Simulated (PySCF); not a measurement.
## C₄H₁₃PSi: NMR shielding calculation

The run: NMR shielding calculation of C₄H₁₃PSi, SMILES CCP(C)C[SiH3]. Method and program: GIAO PBE0/pcSseg-1 NMR shielding, non-relativistic, gas phase (PySCF 2.14.0).

The geometry comes from this level: GFN2-xTB. Figures and captions count atoms from 1; the log counts them from 0 in places.

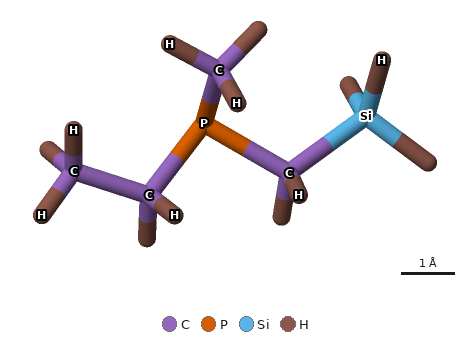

*The input geometry (stick view, seen at a tilt).*

Bond lengths as drawn: C–C 1.52 Å, C–H 1.09 Å, C–P 1.85 to 1.87 Å, C–Si 1.90 Å and H–Si 1.46 to 1.47 Å.

## Results in brief

```csv
quantity,value
outcome,converged
total energy,−790.595042 hartree
HOMO,−6.55 eV
LUMO,0.75 eV
dipole moment,1.45 D
"isotropic shielding, C",150.3 to 174.4 ppm
"isotropic shielding, P",375.7 ppm
"isotropic shielding, Si",426.1 ppm
"isotropic shielding, H",27.6 to 31.3 ppm
hardware,"1 CPU thread, shared host"
wall time,69 s
peak memory,0.83 GiB
```

## Input
```
{"job": {"kind": "nmr", "xc": "PBE0", "basis": "pcSseg-1"}, "charge": 0, "multiplicity": 1}
C     -2.777380    -0.533997    -0.467094
C     -1.403693    -0.961009     0.031330
P     -0.023347     0.045596    -0.725945
C     -0.267565     1.610645     0.230669
C      1.363417    -0.673845     0.273763
Si     3.036873     0.162993    -0.069948
H     -2.817493    -0.579300    -1.553657
H     -3.548811    -1.188911    -0.064671
H     -3.002173     0.485120    -0.159775
H     -1.351608    -0.891766     1.122812
H     -1.221081    -2.002754    -0.249647
H      0.569860     2.276968     0.035479
H     -0.337429     1.415217     1.300661
H     -1.178037     2.099178    -0.110915
H      1.107208    -0.632836     1.335106
H      1.432662    -1.727090    -0.007243
H      3.034421     1.548101     0.408818
H      3.307842     0.136861    -1.505808
H      4.066531    -0.579922     0.663019
```

The first line tells a small driver script what to run in PySCF; the rest is the geometry in Å.

Launched with:
```bash
OMP_NUM_THREADS=1 python <driver script> task.json out
```

## The program's output
```
coarse grid: 15656 points
cycle   1  E = -790.5062609786  dE =  1.786e-01  |g| = 4.460e-01  |ddm| = 3.739e+00
cycle   2  E = -790.4911093993  dE =  1.515e-02  |g| = 5.060e-01  |ddm| = 8.118e-01
cycle   3  E = -790.5578662604  dE = -6.676e-02  |g| = 3.565e-02  |ddm| = 4.479e-01
cycle   4  E = -790.5581624548  dE = -2.962e-04  |g| = 1.608e-02  |ddm| = 6.527e-02
cycle   5  E = -790.5582277878  dE = -6.533e-05  |g| = 4.499e-03  |ddm| = 2.042e-02
cycle   6  E = -790.5582324535  dE = -4.666e-06  |g| = 1.169e-03  |ddm| = 5.380e-03
final grid: 138520 points
cycle   7  E = -790.5950189623  dE = -3.418e-05  |g| = 9.448e-03  |ddm| = 3.305e-02
cycle   8  E = -790.5950082700  dE =  1.069e-05  |g| = 1.148e-02  |ddm| = 1.655e-02
cycle   9  E = -790.5950416977  dE = -3.343e-05  |g| = 4.325e-04  |ddm| = 9.461e-03
cycle  10  E = -790.5950417390  dE = -4.138e-08  |g| = 1.676e-04  |ddm| = 6.965e-04
cycle  11  E = -790.5950417458  dE = -6.744e-09  |g| = 5.106e-05  |ddm| = 1.979e-04
cycle  12  E = -790.5950417464  dE = -6.210e-10  |g| = 1.316e-05  |ddm| = 6.394e-05
```

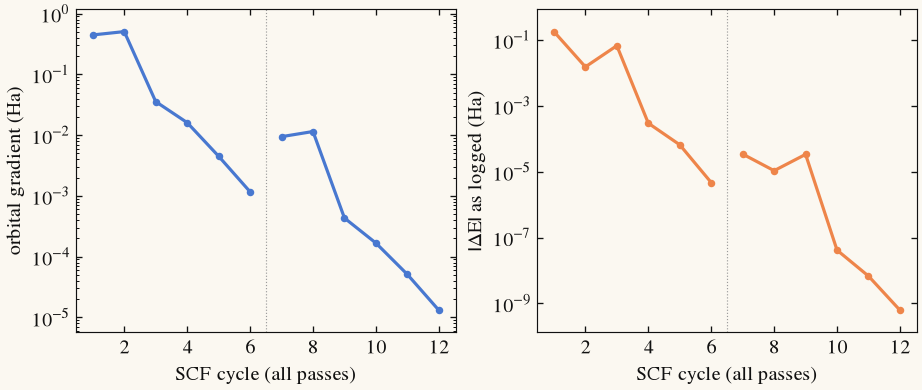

*Convergence of the self-consistent field: orbital gradient and size of the energy change against the SCF cycle. The dotted line marks the change from a coarse to the final integration grid.*

The first 6 cycles use a coarse grid, the final grid takes over at cycle 7, and the field converges after 12 cycles in all.

```
converged SCF energy = -790.5950417464

GIAO shielding tensors (ppm)
atom      isotropic    diamagn.    paramagn.     s11        s22        s33       span
  0 C      174.426     246.314     -71.888    163.682    171.538    188.059     24.377
  1 C      150.299     255.195    -104.896    132.761    146.969    171.166     38.405
  2 P      375.695     968.672    -592.976    343.595    365.804    417.685     74.090
  3 C      170.205     255.607     -85.402    151.996    167.562    191.056     39.060
  4 C      173.066     258.975     -85.909    158.306    170.310    190.584     32.278
  5 Si     426.145     879.650    -453.505    399.225    411.848    467.363     68.138
  6 H       30.643      29.533       1.111     26.006     28.814     37.110     11.104
  7 H       30.307      27.757       2.550     25.121     27.367     38.432     13.310
  8 H       30.759      30.456       0.303     25.368     30.797     36.112     10.744
  9 H       30.657      34.460      -3.804     26.529     31.060     34.381      7.851
 10 H       30.056      33.571      -3.514     24.931     29.836     35.402     10.471
 11 H       30.392      32.610      -2.219     25.366     28.752     37.056     11.690
 12 H       31.337      33.576      -2.240     28.357     28.596     37.057      8.700
 13 H       30.386      32.323      -1.938     25.469     28.449     37.239     11.771
 14 H       31.291      34.500      -3.209     26.759     30.715     36.400      9.641
 15 H       31.005      33.443      -2.437     25.408     29.737     37.871     12.463
 16 H       27.892      29.154      -1.262     23.669     27.430     32.577      8.908
 17 H       27.874      28.798      -0.924     24.307     26.167     33.148      8.841
 18 H       27.639      28.188      -0.549     23.902     25.141     33.874      9.971
```

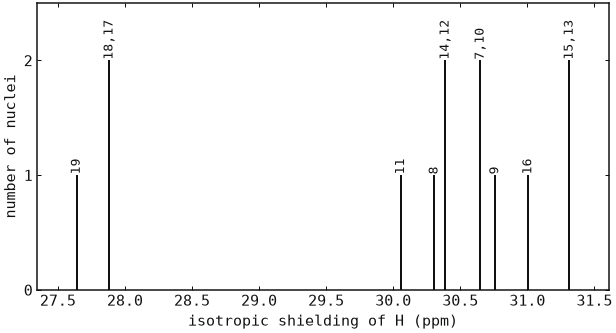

*Isotropic shieldings of the hydrogen nuclei in this fixed geometry, labelled by atom number; shielding grows to the right, so chemical shift grows to the left.*

The least shielded is H19 (27.6 ppm), the most shielded H13 (31.3 ppm).

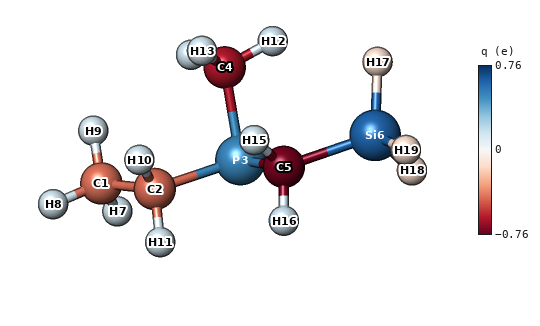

*IAO charges, as the colour of each atom (ball-and-stick view, seen at a tilt; atoms are numbered from 1 in the order of the input).*

By element: C −0.72 to −0.42, P +0.49, Si +0.60 and H −0.12 to +0.16 e.
